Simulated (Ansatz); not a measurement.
**SiO2 (Fddd): band gap by G0W0 on LDA**

How far does one-shot GW move the LDA gap of SiO2 (Fddd)?

Program: Ansatz 0.2.0. Level of theory: LDA, then G0W0 on it, plane waves, PAW. Results are calculated unless marked as measured.

### 1. The starting structure

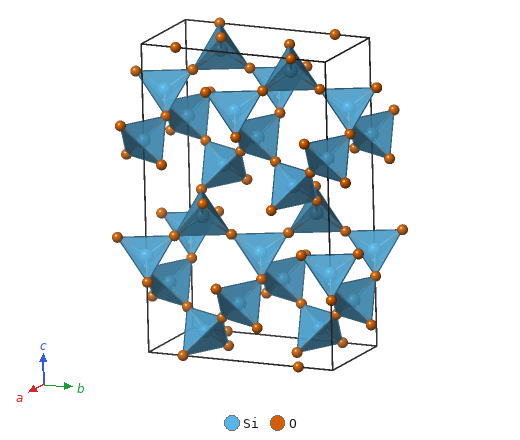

The starting structure, seen slightly off an axis (silicon blue, oxygen orange). This picture shows the conventional cell, with its axes. Bonds to atoms that aren't drawn are left out. Some periodic images of atoms are drawn too.

The cell and positions are those that the Materials Project relaxed with its own functionals (PBE, PBE+U or r2SCAN), kept fixed. At the settings of the band run the largest force is still 0.08 eV/Å.

The logs state that the PAW files were generated under PBE.

### 2. The LDA band structure

Levels along a band path and on the mesh show where this functional puts the band edges.

This step: DFT, LDA, plane waves, PAW; PAW set soft_1.

Contents of input.yaml:

```yaml
crystal:
  lattice:
    - [0.0, 4.71625711, 7.3627753715]
    - [2.3595806657, 0.0, 7.3627753715]
    - [2.3595806657, 4.71625711, 0.0]
  atoms:
    - { symbol: Si, position: [0.56323108, 0.56323108, 0.93676892] }
    - { symbol: Si, position: [0.31323108, 0.31323108, 0.68676892] }
    - { symbol: Si, position: [0.68676892, 0.68676892, 0.31323108] }
    - { symbol: Si, position: [0.93676892, 0.93676892, 0.56323108] }
    - { symbol: O, position: [0.625, 0.125, 0.625] }
    - { symbol: O, position: [0.625, 0.625, 0.125] }
    - { symbol: O, position: [0.625, 0.625, 0.625] }
    - { symbol: O, position: [0.125, 0.625, 0.625] }
    - { symbol: O, position: [0.1865604, 0.8134396, 0.1865604] }
    - { symbol: O, position: [0.8134396, 0.1865604, 0.8134396] }
    - { symbol: O, position: [0.4365604, 0.0634396, 0.4365604] }
    - { symbol: O, position: [0.0634396, 0.4365604, 0.0634396] }
kpoints:
  mp_grid: { grid: [6, 6, 6] }
  band_path:
    path:
      - [[0.0, 0.0, 0.0], [0.5, 0.0, 0.5], [1.0, 0.5, 0.5], [0.5, 0.5, 0.0], [0.0, 0.0, 0.0], [0.0, 0.33825295, 0.33825295]]
      - [[1.0, 0.66174705, 0.66174705], [1.0, 0.5, 0.5]]
      - [[0.5, 0.0, 0.5], [0.5, 0.21309896, 0.71309896]]
      - [[0.5, 0.78690104, 0.28690104], [0.5, 0.5, 0.0]]
      - [[0.0, 0.0, 0.0], [0.5, 0.5, 0.5]]
    npoints: 10
hamiltonian:
  xc: lda
  pseudopotentials: { kind: paw, azcp: { folder: soft_1 }, xc_functional: pbe }
scf:
  occupations: { method: fermi_dirac, width: 0.02 }
  n_extra_bands: 8
output:
  eigenvalues: true
  forces: true
  stress: true
  write_density: true
  write_potential: true
  elf: true
  volumetric_format: npy
```

Command:

```console
$ ansatz run input.yaml --threads 3 --pin off --max-ram 92160MiB --backend cuda --events-out ev --progress --plain --runs-dir out --devices 1 --max-vram 13GiB
```

Numbers of over 12 decimals in the logs are rounded to 6 here.

The program printed:

```text
scf.n_extra_bands = 8 over 32 filled bands (N_el = 64.0): the run solves 40 bands
GPUs: using 1 of 1 available (devices: 1).
Engine: ansatz 0.2.0, x86_64-unknown-linux-gnu
Pseudopotentials: kind: paw
Pseudopotential: Si, paw, valence charge 4, recommended cutoff 420 eV (normal), soft_1/Si.paw.azcp
Pseudopotential: O, paw, valence charge 6, recommended cutoff 420 eV (normal), soft_1/O.paw.azcp
Functional definition: SPW92
  exchange = slater_x
  correlation = pw_c
device memory: the entry about to start is reckoned to put 4.8 GiB on a device that reports 55.1 GiB free (of which the cap on the GPU budget leaves the run 13.0 GiB)
GPU FFT provider: cuFFT
GPU libraries: cuBLAS 13.8.2, cuFFT 12.4.0, cuSOLVER 12.3.4
Crystal: 12 atoms, lattice volume = 163.872 Å³
Basis set: ecut = 420 eV, 3169 PW (Γ)
Bands: 40, of which v1, the nominal top of the filled ones, is band 32 counted from 1 (31 counted from 0)
Symmetry: 8 space group operations
Space group: Fddd (ITA 70), of the structure as read, at distance tolerance 5.5e-5 Å
k-points: 46 of 216
Non-local potential: Si, projectors of the file, l = 0: 2, l = 1: 2, l = 2: 1
Non-local potential: O, projectors of the file, l = 0: 2, l = 1: 2, l = 2: 1
PAW form: soft (Blöchl's): semilocal exchange-correlation on the pseudo side does not see the compensation charge
PAW frozen core: Si, regenerated for the run's functional, and the local potential with it (the file was generated under x = pbe(κ = 0.804, μ = 0.219515), c = pbe(β = 0.066725))
PAW frozen core: O, regenerated for the run's functional, and the local potential with it (the file was generated under x = pbe(κ = 0.804, μ = 0.219515), c = pbe(β = 0.066725))
PAW one-centre angular grid: Si, 110 points (default); XC on 64 Gauss nodes
PAW one-centre angular grid: O, 110 points (default); XC on 64 Gauss nodes
Initial density: superposition of atomic densities (chi_scale 0.1, normalization cell, long waves kept (reshape's long-wave potential 0.01 eV rms))
Initial wavefunctions: pseudopotential atomic-orbital guess
GPU buffer pool allocated for 116640 grid points (all kernels)
GPU transforms: local potential and band sums: pruned to the plane-wave sphere, on 60×54×36
Functional: x = slater, c = lda
SCF iter   1: F=—  HF=-6897.267617 eV  |F-HF|=—  |Δ(HF+E_count)|=         —  Δρ=1.22e-1  dr2=2.19e1  ethr=3.10e-3  ⟨swp⟩=7.8  Hψ=9205  notcnv=0
preconditioner: auto → Resta (q_TF=auto, 2.333 Å⁻¹)  ε∞=2.8  [insulator: Δε(μ)=7.136 eV  Ē_g=17.231 eV  σ=0.020 eV  W_gap=1.00  n_scr=30 (ndim 8)  ℏωp=23.2 eV  f_vac=0.049  D(μ)=0.00/eV (n_scr^D=0)  ε∞_Penn≈2.8]
SCF iter   2: F=—  HF=-6891.051663 eV  |F-HF|=—  |Δ(HF+E_count)|=    6.22e0  Δρ=4.15e-2  dr2=1.19e0  ethr=3.10e-3  ⟨swp⟩=4.1  Hψ=5445  notcnv=0  defer=116
SCF iter   3: F=—  HF=-6890.794022 eV  |F-HF|=—  |Δ(HF+E_count)|=   2.58e-1  Δρ=1.98e-2  dr2=3.71e-1  ethr=1.85e-3  ⟨swp⟩=2.2  Hψ=1980  notcnv=0  defer=116
SCF iter   4: F=—  HF=-6890.708140 eV  |F-HF|=—  |Δ(HF+E_count)|=   8.59e-2  Δρ=1.70e-3  dr2=4.04e-3  ethr=5.79e-4  ⟨swp⟩=3.9  Hψ=3594  notcnv=0  defer=116
SCF iter   5: F=—  HF=-6890.710356 eV  |F-HF|=—  |Δ(HF+E_count)|=   2.22e-3  Δρ=1.60e-3  dr2=2.98e-3  ethr=6.31e-6  ⟨swp⟩=2.5  Hψ=3908  notcnv=0  defer=114
SCF iter   6: F=—  HF=-6890.709717 eV  |F-HF|=—  |Δ(HF+E_count)|=   6.39e-4  Δρ=1.85e-4  dr2=4.59e-5  ethr=4.65e-6  ⟨swp⟩=2.0  Hψ=3050  notcnv=0  defer=114
SCF iter   7: F=—  HF=-6890.709903 eV  |F-HF|=—  |Δ(HF+E_count)|=   1.86e-4  Δρ=5.28e-5  dr2=3.35e-6  ethr=7.18e-8  ⟨swp⟩=2.0  Hψ=2988  notcnv=0  defer=114
SCF iter   8: F=-6890.709907 eV  HF=-6890.709907 eV  |F-HF|=6.33e-8  |Δ(HF+E_count)|=   3.98e-6  Δρ=7.49e-6  dr2=8.92e-8  ethr=1.56e-10  ⟨swp⟩=19.5  Hψ=18948  notcnv=0
SCF 1 converged in 8 iterations: F = -6890.709907 eV  dr2 = 8.92e-8
  greatest PAW one-centre occupation: 0.856 electrons in one spin orbital (limit 2), on the O atom at site 11 (counted from 0), in its partial waves of l = 0
device memory: the entry about to start is reckoned to put 3.9 GiB on a device that reports 50.7 GiB free (of which the cap on the GPU budget leaves the run 13.0 GiB)
NSCF: frozen V_eff on 95 k-points
SCF converged after 8 iterations
Free energy (F): -6890.709907 eV
Harris-Foulkes:  -6890.709907 eV  (|F-HF|=6.33e-8)
Internal energy: -6890.709907 eV  (E = F + TS)
E sigma→0 (E₀):  -6890.709907 eV
Fermi energy:    4.221411 eV
--- Per-component energies (eV) ---
  E_band       = -345.439747
  E_kinetic    = 1546.651329
  E_local      = -4240.162828  (includes V_loc(G=0)·N_el)
  E_nonlocal   = 528.933463
  E_hartree    = 1558.260870
  E_xc         = -789.627115
  E_vxc        = -919.887661  (∫ρ·V_xc dr)
  E_paw        = -3165.227328  (= ΣΔE_a)
  E_vpaw       = -377.502813  (= ΣTr[D̂ρ^β])
  E_aug_tail   = 0.006884  (compensation charges beyond the density's cutoff)
  E_ewald      = -2330.657877
  E_core_change = 1.112695  (= ΣΔE_core)
  E_smearing   = -0.000000  (= −TS)
  E_closure    = 0.000000  (closes the sum)
  Σ components = -6890.709907   (vs F -6890.709907, Δ=0.00e0)
--- Forces (eV/Å), atoms counted from 1 ---
  atom   1  Si     0.00000000    -0.00000000    -0.07874262
  atom   2  Si    -0.00000000     0.00000000    -0.07874262
  atom   3  Si    -0.00000000     0.00000000     0.07874262
  atom   4  Si     0.00000000    -0.00000000     0.07874262
  atom   5  O      0.00000000     0.00000000    -0.00000000
  atom   6  O      0.00000000    -0.00000000    -0.00000000
  atom   7  O      0.00000000    -0.00000000    -0.00000000
  atom   8  O      0.00000000     0.00000000     0.00000000
  atom   9  O      0.00000000     0.06091357     0.00000000
  atom  10  O      0.00000000    -0.06091357     0.00000000
  atom  11  O      0.00000000     0.06091357     0.00000000
  atom  12  O     -0.00000000    -0.06091357    -0.00000000
  max |Σ_I F_I| component: 6.94e-18 eV/Å
--- Stress (GPa, compression-positive) ---
       -1.826643       0.000000       0.000000
        0.000000      -1.349213       0.000000
        0.000000       0.000000      -1.552120
  P = ⅓ Tr σ = -1.5760 GPa (-15.760 kbar)
--- Band table (eV; the first three rows and the last of 46) ---
  k-point 0: bands = [... 28 lower, 0.8042, 1.0083, 1.4099, 1.4475, 6.9810, 9.5144, 9.5647, 9.9041, ... 4 higher]
  k-point 1: bands = [... 28 lower, 0.7321, 1.0204, 1.2914, 1.3648, 7.4324, 9.7563, 9.8705, 9.9660, ... 4 higher]
  k-point 2: bands = [... 28 lower, 0.7169, 1.0386, 1.1582, 1.1855, 8.4886, 10.1395, 10.3027, 10.5253, ... 4 higher]
  k-point 45: bands = [... 28 lower, 0.8149, 0.8149, 1.2814, 1.2814, 8.1256, 8.1256, 10.0021, 10.0021, ... 4 higher]
```

It took 18 s on 1 × NVIDIA H100 80GB HBM3 (shared by 6 runs) with 3 threads of AMD EPYC 7R13 (Zen 3), shared host; peak memory 1.1 GiB; 25 s of CPU time.

The column dr2 measures how far the density is from self-consistency, as an energy; F and HF (Harris–Foulkes) agree once it is small.

Numbers from this step:

```yaml
pressure: -1.576 GPa
filled_bands: 32
gap: 5.533 eV
valence_top_at: Γ
conduction_bottom_at: Γ
least_direct_gap: 5.533 eV
```

Over mesh and path the gap is 5.533 eV, direct, at k = Γ.

Electronic bands along the path, in eV, zero at the top of the highest nominally filled band:

```csv
point,band 29,band 30,band 31,band 32,band 33,band 34,band 35,band 36
Γ,-0.64,-0.44,-0.04,0.00,5.53,8.07,8.12,8.46
Y,-0.88,-0.88,-0.26,-0.26,7.71,7.71,9.29,9.29
T,-0.91,-0.91,-0.12,-0.12,8.03,8.03,8.78,8.78
Z,-0.63,-0.63,-0.17,-0.17,6.68,6.68,8.55,8.55
Γ,-0.64,-0.44,-0.04,0.00,5.53,8.07,8.12,8.46
Σ0,-0.93,-0.74,-0.40,-0.13,8.53,8.55,8.88,8.94
jump to U0,-0.93,-0.74,-0.40,-0.13,8.53,8.55,8.88,8.94
T,-0.91,-0.91,-0.12,-0.12,8.03,8.03,8.78,8.78
jump to Y,-0.88,-0.88,-0.26,-0.26,7.71,7.71,9.29,9.29
C0,-0.71,-0.71,-0.29,-0.29,8.46,8.46,9.06,9.06
jump to A0,-0.71,-0.71,-0.29,-0.29,8.46,8.46,9.06,9.06
Z,-0.63,-0.63,-0.17,-0.17,6.68,6.68,8.55,8.55
jump to Γ,-0.64,-0.44,-0.04,0.00,5.53,8.07,8.12,8.46
L,-0.62,-0.57,-0.32,-0.26,7.96,8.53,8.76,9.25
```

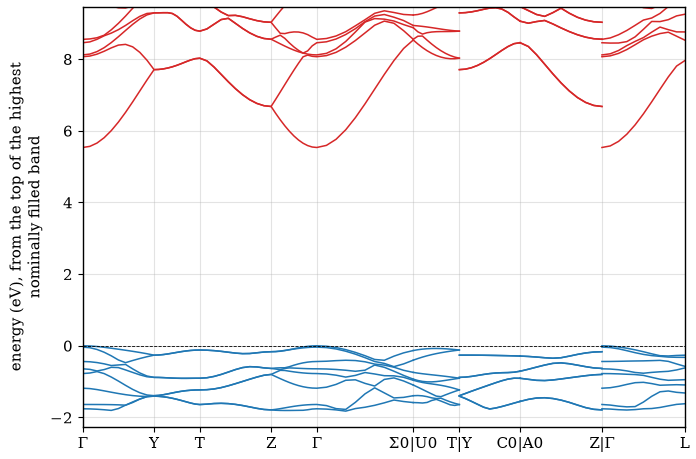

Electronic bands along the path; lines of filled and empty bands in two colours.

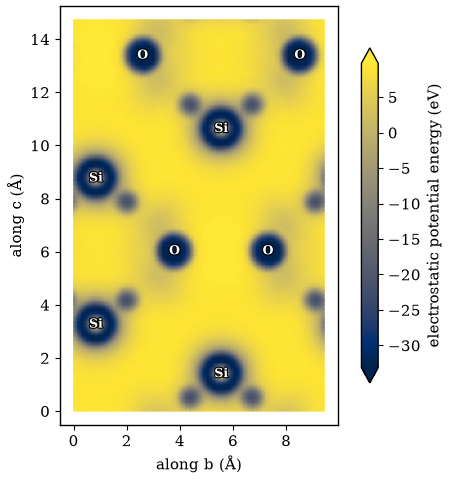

Electrostatic potential energy in the bc plane of the conventional cell at fractional x = 0.000, with atoms of Si and O within 0.2 Å of it. With pseudopotentials it is smooth inside the atoms' cores, unlike the true potential. The map starts off the cell's origin, so that atoms lie inside it.

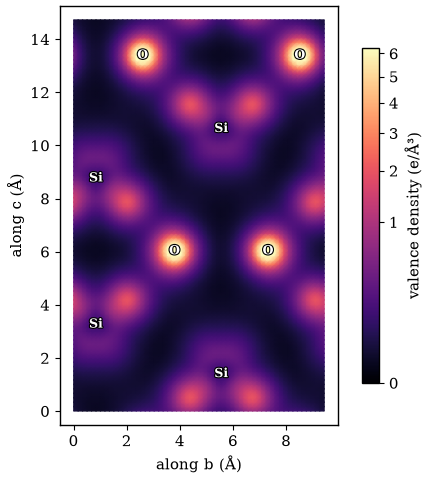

Valence density in the bc plane of the conventional cell at fractional x = 0.000, with atoms of Si and O within 0.2 Å of it. It is the smooth field of the valence electrons, not physical close to the nuclei. The map starts off the cell's origin, so that atoms lie inside it. The colour scale is stretched toward low values.

(Part 1 of 2 ends here.)

[Paths, hosts, dates, memory and timing lines, banners, echoed tables and standing remarks are left out of the program output.]

[Logs are printed without paths, hosts, clocks, repeated set-up lines and the standing remarks that a program may print on its own settings, such as how far it seeks lower states.]

[Runs of the session that timed out or met a known fault of the program may be left out.]

[Cells called generated may have been cut or substituted from an entry of the Crystallography Open Database or the Materials Project.]

[Hosts, paths, dates, database ids (printed as entryN), source tags and the programs' standing remarks are cut or masked in the printed files.]

[Where an RPA ε∞ is given, it is that of the G0W0 mesh and is not shown converged in it. Names of k-points follow the symmetry that the program found, which can be lower than the space group named. Band edges on a path are those of the sampled points; other points can move an edge, and change direct to indirect where valleys lie close.]

[Hybrid gaps are those of their k-mesh and are not shown converged in it.]
